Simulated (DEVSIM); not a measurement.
Structure: Schottky contact on n-type Ge, at 400 K.

```tsv
layer (left to right)	material	thickness (μm)	Nd (cm⁻³)	τn (s)	τp (s)
1	Ge	15.0	7.3e16	2.2e-5	2.2e-5
```

Left contact: Schottky, work function 4.39 eV, emission velocity 2.9e6 cm/s. Right contact: ohmic. Voltage is applied to the left contact. Recombination: SRH at mid-gap, radiative, Auger. Mobility is constant in doping.

This is a model device: material constants are rounded textbook-type values typed into the input, and sizes, dopings and lifetimes were drawn at random. Values at 300 K; Nc and Nv go as T^1.5, mobilities as T to minus their exponent, the gap by Varshni's rule with the affinity fixed.

```csv
parameter,Ge
gap (eV),0.664
affinity (eV),4
permittivity,16
Nc (cm⁻³),1.04e19
Nv (cm⁻³),6e18
μn (cm²/Vs),3900
μp (cm²/Vs),1900
T exponent of μn,1.66
T exponent of μp,2.33
B (cm³/s),6.4e-14
Cn (cm⁶/s),1e-31
Cp (cm⁶/s),1e-31
Varshni α (eV/K),0.000477
Varshni β (K),235
```

Simulated with DEVSIM: 1D drift-diffusion, Boltzmann statistics, complete ionisation; no tunnelling, impact ionisation, image-force lowering or self-heating. Metal contacts follow the ideal Schottky-Mott rule: no Fermi-level pinning, no interface dipoles.

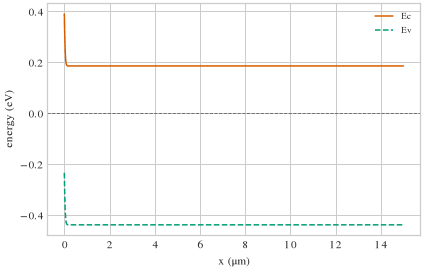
*Band edges at zero bias*

Energies count from the Fermi level of the right contact; mesh points crowd at the junctions.

```
x (μm)   Ec (eV)  Ev (eV)  n (cm⁻³)  p (cm⁻³)  field (V/cm)
-------  -------  -------  --------  --------  ------------
0.000      0.390   -0.234    2.0e14    1.0e16        -53000
0.01516    0.319   -0.305    1.5e15    1.3e15        -41000
0.04251    0.237   -0.387    1.7e16    1.2e14        -20000
0.08443    0.194   -0.430    5.8e16    3.5e13         -3800
0.1926     0.186   -0.438    7.3e16    2.8e13           -21
0.3291     0.186   -0.438    7.3e16    2.8e13           ≈ 0
0.5513     0.186   -0.438    7.3e16    2.8e13           ≈ 0
1.125      0.186   -0.438    7.3e16    2.8e13           ≈ 0
1.849      0.186   -0.438    7.3e16    2.8e13           ≈ 0
3.027      0.186   -0.438    7.3e16    2.8e13           ≈ 0
5.154      0.186   -0.438    7.3e16    2.8e13           ≈ 0
9.130      0.186   -0.438    7.3e16    2.8e13           ≈ 0
11.55      0.186   -0.438    7.3e16    2.8e13           ≈ 0
12.89      0.186   -0.438    7.3e16    2.8e13           ≈ 0
13.91      0.186   -0.438    7.3e16    2.8e13           ≈ 0
14.37      0.186   -0.438    7.3e16    2.8e13           ≈ 0
14.62      0.186   -0.438    7.3e16    2.8e13           ≈ 0
14.78      0.186   -0.438    7.3e16    2.8e13           ≈ 0
14.90      0.186   -0.438    7.3e16    2.8e13           ≈ 0
14.95      0.186   -0.438    7.3e16    2.8e13           ≈ 0
14.98      0.186   -0.438    7.3e16    2.8e13           ≈ 0
15.00      0.186   -0.438    7.3e16    2.8e13           ≈ 0
```
